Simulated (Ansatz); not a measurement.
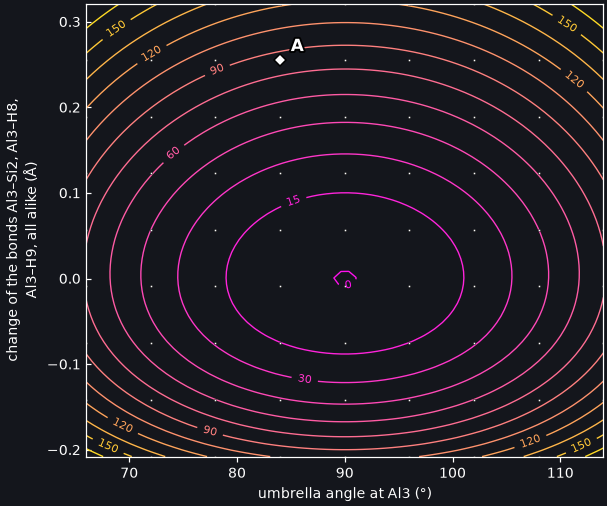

CH6AlSi, SMILES C[SiH+][AlH2], charge +1. The first coordinate is: umbrella angle at Al3 (between each of its bonds and their common axis; 90 is planar); the second: change of the bonds Al3–Si2, Al3–H8, Al3–H9, all alike. Nothing is relaxed (all other coordinates rigid). The grid has 9 × 9 points. Points are written as (first, second). All energies are given in kJ/mol relative to the lowest grid point. Computed with RKS r2SCAN-D4/def2-TZVP (Ansatz).

The picture shows contour lines labelled in kJ/mol, dots at the grid points, the point A. Between grid points the surface is interpolated.

**Which way does the force act at A, and how strong is it?**

A, at (84°, 0.255 Å), is not a stationary point. The computed force is 1.3 kJ/mol for each degree towards larger values of the first coordinate and 530 kJ/mol for each Å towards smaller values of the second coordinate.
